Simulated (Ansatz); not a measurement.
Start from SiGe in the CsCl type structure (space group Pm-3m, No. 221; a = 3.2448 Å; a hypothetical phase, not in the database extracts checked; relaxed with 0.1 eV smearing). Axes: x, y, z lie along the cube axes.

Structures relaxed with Ansatz (a program for electronic structure), PBE, PAW, cutoff 420 eV, no spin-orbit coupling.

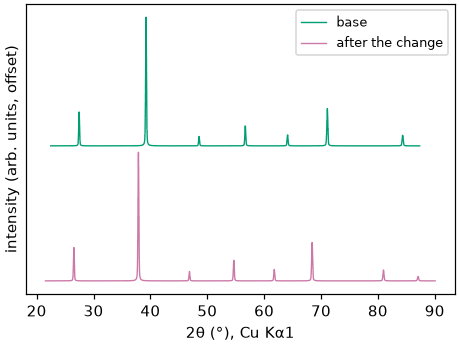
Fig. 1. Simulated powder patterns before (top) and after one change

Which of these changes matches the shifts?
(A) isotropic strain +3.40 %
(B) isotropic strain −1.71 %
(C) isotropic strain +5.61 %
(D) uniaxial strain ε_yy = +4.06 %

A, isotropic strain +3.40 %. Its volume per atom is 18.88 Å³ against 17.08 Å³, and its space group is Pm-3m (No. 221).

Whether these cells are dynamically stable was not tested. The final runs are not spin-polarised.
